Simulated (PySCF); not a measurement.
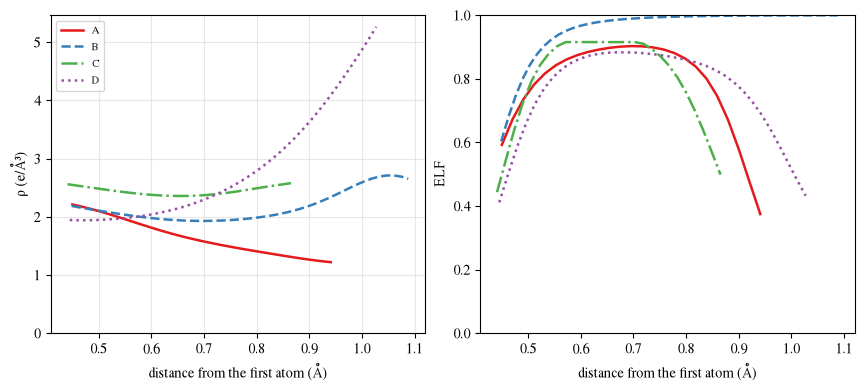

The picture shows: C$_{6}$H$_{11}$O$_{2}$P (SMILES COC=C=PCCOC). Total electron density and ELF along straight lines between neighbouring atoms. The curves leave out the atomic cores.

Geometry: GFN2-xTB.

Method: PBE0/pcSseg-1, SCF density, gas phase, non-relativistic (PySCF 2.14.0).

Input

```
{"job": {"kind": "nmr", "xc": "PBE0", "basis": "pcSseg-1"}, "charge": 0, "multiplicity": 1}
C      4.818377     0.642721    -0.648295
O      3.434162     0.876687    -0.668863
C      2.645862    -0.242508    -0.629413
C      1.340504    -0.202222    -0.604016
P     -0.269403    -0.201901    -0.896778
C     -0.916466    -0.128619     0.880633
C     -2.408043     0.142515     0.781913
O     -2.870347    -0.655452    -0.282627
C     -4.198624    -0.407887    -0.652036
H      5.294537     1.618658    -0.726676
H      5.131369     0.160931     0.285466
H      5.133198     0.019709    -1.493281
H      3.180101    -1.190625    -0.562951
H     -0.404603     0.638895     1.459663
H     -0.742369    -1.101615     1.343264
H     -2.593056     1.205891     0.563672
H     -2.937079    -0.109178     1.715032
H     -4.335388     0.631780    -0.975502
H     -4.886305    -0.610085     0.178513
H     -4.421575    -1.077015    -1.480452
```

Launched as:

```sh
OMP_NUM_THREADS=1 python probes_run.py task.json out
```

> Which curve belongs to which contact (C–C, C–H, C–O and C–P)? The first atom named is at distance zero.

Curve A: C–P (1.64 Å): ρ at the midpoint is about 1.4 e/Å³; the ELF peaks at about 0.90 between the atoms, as expected for localised, covalent bonding. Curve B: C–H (1.09 Å): the density is about 2 e/Å³ at the midpoint; the ELF climbs to about 1 towards the hydrogen, as it does in any bond to H (an ordinary covalent bond to hydrogen). Curve C: C–C (1.31 Å): ρ at the midpoint is about 2.4 e/Å³; the ELF peaks at about 0.90 between the atoms: a multiple bond. Curve D: C–O (1.37 Å): ρ at the midpoint is about 2.2 e/Å³, with its minimum of 1.9 e/Å³ about 0.5 Å from C; the ELF peaks at about 0.90 between the atoms (a shared but strongly polarised pair).
